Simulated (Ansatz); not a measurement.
# TiPt3 (Pm-3m): relaxation of cell and ions, by script

What cell does TiPt3 (Pm-3m) relax to? Aim: a relaxation of cell and ions, for TiPt3 (Pm-3m), run from a script.

Computed with the Python package of Ansatz 0.2.0. Level of theory: DFT r2SCAN, plane waves, PAW.

**1. The structure**

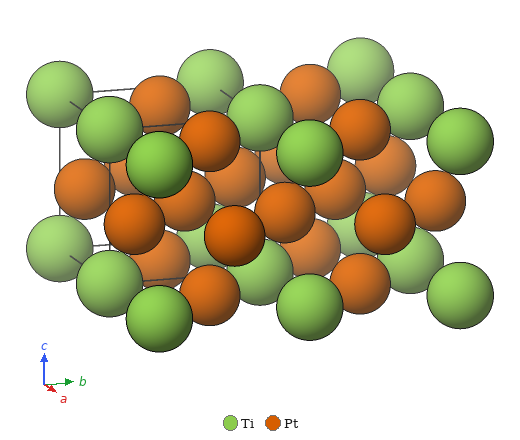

The starting structure, viewed slightly off an axis; titanium green, platinum orange. 2×2×1 cells are drawn. Atoms on cell faces are repeated.

No structure file is read: the coordinates are typed or built in the script.

**2. The script**

vcrelax.py reads:

```python
"""Relax cell and ions of TiPt3."""

import ansatz as az
from ase import Atoms
from ase.data import atomic_numbers
from ase.neighborlist import neighbor_list
import matplotlib.pyplot as plt
import numpy as np
import spglib

def edges_and_angles(cell):
    cell = np.asarray(cell)
    a, b, c = np.linalg.norm(cell, axis=1)
    cosines = cell[1] @ cell[2] / (b * c), cell[0] @ cell[2] / (a * c), cell[0] @ cell[1] / (a * b)
    return (a, b, c, *np.degrees(np.arccos(cosines)))


def main() -> None:
    system = (
        az.Lattice.cubic(3.897)
        .space_group(221)
        .atom("Ti", (0.0, 0.0, 0.0))
        .atom("Pt", (0.0, 0.5, 0.5))
    )

    # every cell quantity that the symmetry leaves free
    setup = system.calculation()
    setup = setup.kpoints(density=3.7).functional("r2SCAN")
    setup = setup.occupations("Fermi-Dirac")
    setup = setup.relax(force_tolerance=0.01, max_steps=100, cell=True).density()
    steps = []


    def collect(event):
        if event["event"] == "relax_step":
            steps.append(event["data"])


    result = setup.session().plan().execute(on_event=collect)
    summary = result.report
    print("step   energy (eV)     max comp. (eV/A)   P (GPa)  SCF")
    for s in steps:
        print(f"{s['step']:4d} {s['lagrangian_ev']:15.5f} {s['allowed_force_max_ev_ang']:12.4f} {s['pressure_gpa']:10.3f} {s['n_scf']:5d}")

    first, last = steps[0], steps[-1]
    symbols = [site.symbol for site in result.lattice.sites]
    print(f"energy gained {first['lagrangian_ev'] - last['lagrangian_ev']:.4f} eV in {len(steps) - 1} steps")
    for label, vectors in (("before", first["cell_ang"]), ("after", result.lattice.cell_ang)):
        print(label, "a b c (A) {:.4f} {:.4f} {:.4f}  angles {:.2f} {:.2f} {:.2f}".format(*edges_and_angles(vectors)), f" V = {abs(np.linalg.det(vectors)):.3f} A^3")
    print("final stress xx yy zz (GPa, compression positive):", np.round(np.diag(summary["stress_gpa"]), 3) + 0.0)

    fractions = [site.position_frac for site in result.lattice.sites]
    numbers = [atomic_numbers[s] for s in symbols]
    for tolerance in (1e-3, 1e-2, 1e-1):
        print(f"space group at {tolerance} A:", spglib.get_spacegroup((result.lattice.cell_ang, fractions, numbers), symprec=tolerance))

    fig, (top, bottom) = plt.subplots(2, 1, sharex=True, figsize=(4.5, 4))
    top.plot([s["lagrangian_ev"] - last["lagrangian_ev"] for s in steps], "o-")
    top.set_ylabel("E - E(final) (eV)")
    bottom.semilogy([max(s["allowed_force_max_ev_ang"], 1e-6) for s in steps], "s-")
    bottom.set(xlabel="step", ylabel="largest force (eV/A)")
    fig.tight_layout()
    fig.savefig("relax.png", dpi=100)

    final = Atoms(symbols, positions=last["positions_ang"], cell=result.lattice.cell_ang, pbc=True)
    i, j, d = neighbor_list("ijd", final, 4.5)
    print("neighbours within 1.15 times the shortest distance of each atom (A)")
    for atom in range(len(final)):
        near = [m for m in np.argsort(d) if i[m] == atom]
        shell = [m for m in near if d[m] < 1.15 * d[near[0]]]
        print(f"{symbols[atom]}{atom} ({len(shell)}):", ", ".join(f"{symbols[j[m]]} {d[m]:.3f}" for m in shell))

    for key in ("converged", "n_iterations", "n_electrons", "n_kpoints", "n_pw", "n_symmetry_ops", "free_energy_ev", "fermi_energy_ev"):
        print(f"{key:18s} {summary[key]}")

    field = sum(channel.density_e_per_ang3 for channel in result.density().channels[:2])
    fig, ax = plt.subplots(figsize=(4, 3.4))
    shown = ax.imshow(np.log10(np.clip(field[:, :, 0].T, 1e-3, None)), origin="lower", extent=(0, 1, 0, 1))
    fig.colorbar(shown, label="log10 density (e/A^3)")
    ax.set(xlabel="fraction of grid vector 1", ylabel="fraction of grid vector 2")
    fig.savefig("density_plane.png", dpi=100)
    print(f"plane through the origin: {field[:, :, 0].min():.4f} to {field[:, :, 0].max():.4f} e/A^3")


if __name__ == "__main__":
    main()
```

**3. What the engine is handed**

The engine receives this input:

```yaml
crystal:
  lattice:
    bravais: cubic
    a: 3.897
  space_group: 221
  atoms:
    - { symbol: Ti, position: [0.0, 0.0, 0.0] }
    - { symbol: Pt, position: [0.0, 0.5, 0.5] }
kpoints:
  mp_grid:
    kspacing: 0.27027027027027023
hamiltonian:
  xc: r2scan
scf:
  occupations:
    method: fermi_dirac
relax:
  f_tol: 0.01
  max_steps: 100
  cell: {}
output:
  write_density: true
```

**4. Launch**

Launch:

```bash
> python vcrelax.py
```

Output:

```text
DeckWarning: basis.ecutwfc = 500 eV, auto-derived from the records' recommended cutoffs: set by Ti (their level for a meta-GGA)
step   energy (eV)     max comp. (eV/A)   P (GPa)  SCF
   1    -40118.41798       0.0000      4.865     9
   2    -40118.39287       0.0000     -6.963     9
   3    -40118.43337       0.0000     -0.274    11
   4    -40118.43346       0.0000     -0.003     5
   5    -40118.43402       0.0000      0.006     7
energy gained 0.0160 eV in 4 steps
before a b c (A) 3.8970 3.8970 3.8970  angles 90.00 90.00 90.00  V = 59.182 A^3
after a b c (A) 3.9205 3.9205 3.9205  angles 90.00 90.00 90.00  V = 60.258 A^3
final stress xx yy zz (GPa, compression positive): [0.006 0.006 0.006]
space group at 0.001 A: Pm-3m (221)
space group at 0.01 A: Pm-3m (221)
space group at 0.1 A: Pm-3m (221)
neighbours within 1.15 times the shortest distance of each atom (A)
Ti0 (12): Pt 2.772, Pt 2.772, Pt 2.772, Pt 2.772, Pt 2.772, Pt 2.772, Pt 2.772, Pt 2.772, Pt 2.772, Pt 2.772, Pt 2.772, Pt 2.772
Pt1 (12): Pt 2.772, Pt 2.772, Pt 2.772, Ti 2.772, Pt 2.772, Ti 2.772, Ti 2.772, Pt 2.772, Ti 2.772, Pt 2.772, Pt 2.772, Pt 2.772
Pt2 (12): Pt 2.772, Pt 2.772, Pt 2.772, Ti 2.772, Pt 2.772, Pt 2.772, Pt 2.772, Pt 2.772, Ti 2.772, Ti 2.772, Ti 2.772, Pt 2.772
Pt3 (12): Pt 2.772, Ti 2.772, Pt 2.772, Pt 2.772, Ti 2.772, Pt 2.772, Ti 2.772, Pt 2.772, Ti 2.772, Pt 2.772, Pt 2.772, Pt 2.772
converged          True
n_iterations       7
n_electrons        66.0
n_kpoints          20
n_pw               1551
n_symmetry_ops     48
free_energy_ev     -40118.4340195992
fermi_energy_ev    21.926231477762126
plane through the origin: 0.1506 to 11.9095 e/A^3
```

(Warnings from the package without file and line.)

Wall time 34 s (1 thread of Arm Neoverse V1, shared host); peak memory 0.63 GiB.

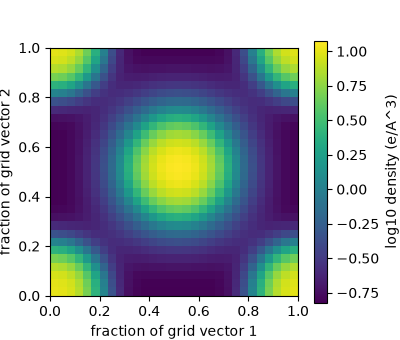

The script's own figure, density_plane.png.

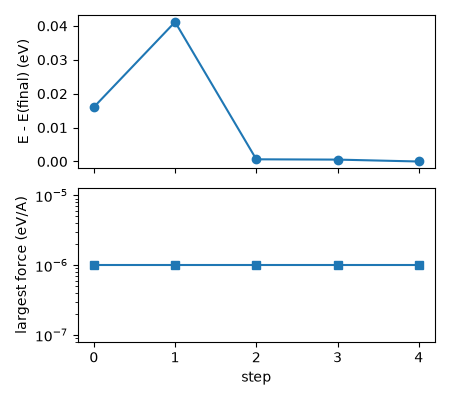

The script's own figure, relax.png.

**5. Size and end state of the run**

The report of the run holds:

| item | value |
| --- | --- |
| SCF cycles in all | 41 |
| k-points solved | 20 |
| plane waves | 1551 |
| bands | 40 |
| valence electrons | 66 |
| free energy (eV) | -40118.43402 |
| Fermi level (eV) | 21.926 |
| lowest empty less highest filled level on the mesh, by band count (eV) | -1.966 |
| pressure (GPa; positive when compressed) | 0.01 |

**6. How the relaxation went**

The steps of the relaxation:

| step | energy from step 1 (eV/cell) | largest force component (eV/Å) | pressure (GPa) | volume (Å³) |
| --- | --- | --- | --- | --- |
| 1 | 0.0000 | 0.0000 | 4.87 | 59.18 |
| 2 | 0.0251 | 0.0000 | -6.96 | 62.03 |
| 3 | -0.0154 | 0.0000 | -0.27 | 60.32 |
| 4 | -0.0155 | 0.0000 | 0.00 | 60.26 |
| 5 | -0.0160 | 0.0000 | 0.01 | 60.26 |

Step 1 is the start. Step 5 repeats the geometry before it on a plane-wave basis chosen anew for that cell, so its energy need not be comparable with the rows above. Step 2 was tried and not accepted.

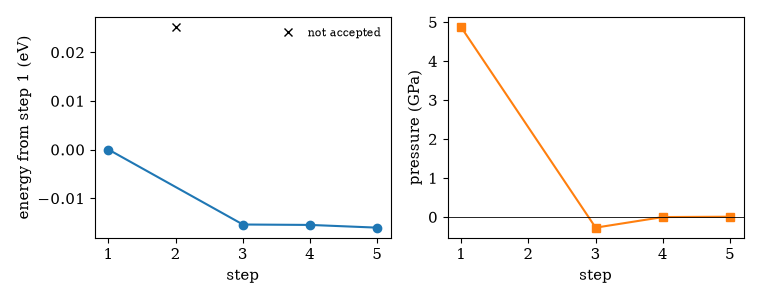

Energy and pressure along the relaxation.

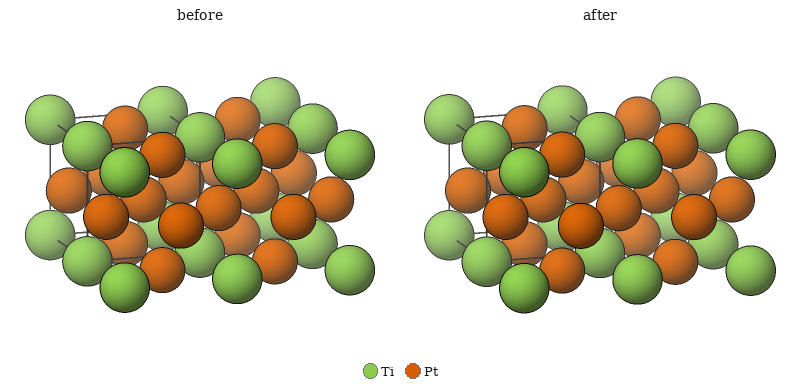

The structure before (left) and after (right) the relaxation, drawn at the same scale. The change is too small to see at this scale.

|  | before | after | change |
| --- | --- | --- | --- |
| a (Å) | 3.897 | 3.920 | +0.6 % |
| b (Å) | 3.897 | 3.920 | +0.6 % |
| c (Å) | 3.897 | 3.920 | +0.6 % |
| volume (Å³/atom) | 14.80 | 15.06 | +1.8 % |
| shortest distance (Å) | 2.756 | 2.772 | +0.6 % |
| space group (0.01 Å) | Pm-3m | Pm-3m | same |

The run keeps the 48 symmetry operations of the start, so it could not have lowered the symmetry.

**7. Summary of results**

| quantity | value |
| --- | --- |
| free energy | -40118.4340 eV (-10029.6085 eV/atom) |
| moves of the relaxation | 2 |
| energy gained (ahead of the last change of basis) | 3.9 meV/atom |
| last largest force component | 0.0000 eV/Å |
| relaxed conventional cell | a = 3.920 Å, b = 3.920 Å, c = 3.920 Å, α = 90.00°, β = 90.00°, γ = 90.00° |
| space group at the end | Pm-3m |

**Reading.** The volume grew by 1.8 % over 2 moves, and the space group stayed Pm-3m. Notes:
- No spin polarisation was allowed.
- Forces vanish by symmetry, so the ions can't move, and the end may be a saddle.
- The mesh is modest for a metal, so energies can be off by several to tens of meV an atom and pressures by half a GPa or more; differences at equal mesh fare better.
- The zero of the levels is a convention of the potentials, so an absolute Fermi energy is no work function.
- Energies along a relaxation are free energies. Rows at an unchanged volume are solved on a plane-wave basis chosen afresh for that cell, so the energy jumps there and such rows are no steps of the walk.
- Spin-orbit coupling, which matters for elements this heavy, is left out.
- Grid values close to the nuclei reflect the PAW or pseudopotential construction, not the all-electron fields.
